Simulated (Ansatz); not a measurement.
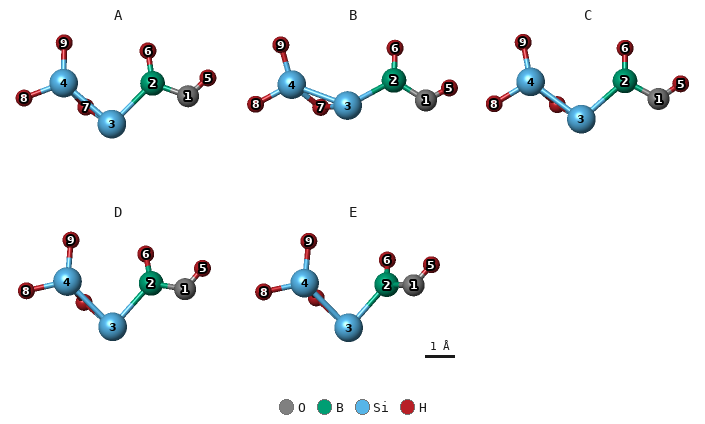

5 geometries from one relaxation of BSi2H5O, in shuffled order. A ball-and-stick model, seen face on.

The run prepares an end point of a later path (hydrogen shift) calculation, from a guessed geometry.

These are results of RKS B3LYP-D4/def2-SVP (Ansatz), not measurements. (no spin polarisation; force threshold 0.02 eV/Å; at most 50 steps)

Order the frames from highest to lowest energy.

Answer. B, C, A, D, E. They are steps 0, 3, 5, 8, 16, at +2.054 eV, +0.307 eV, +0.191 eV, +0.066 eV relative to the last. H5 moves most after the best rigid fit: 1.16 Å. Largest moves by element: H 1.16 Å, Si 1.10 Å, O 0.82 Å, B 0.45 Å. Near-neighbour distances that change, for instance: Si3–H7 1.537 → 1.923 Å, Si4–H7 1.440 → 1.600 Å, B2–Si3 1.918 → 2.046 Å, Si3–Si4 2.201 → 2.255 Å. Bond angles that change, for instance: B2–Si3–Si4 124.0° → 86.3°, H7–Si4–H9 136.3° → 107.1°, Si3–Si4–H7 44.0° → 56.8°. Groups turn about B2–Si3 by about 80°. After 16 geometry steps the energy has fallen by 2.054 eV. The largest force component goes from 3.7 to 0.0094 eV/Å. Cost: 12 s on 2 threads of AMD EPYC 9R45 96-Core Processor (Zen 5), with other jobs on the host, peak memory 0.19 GiB.
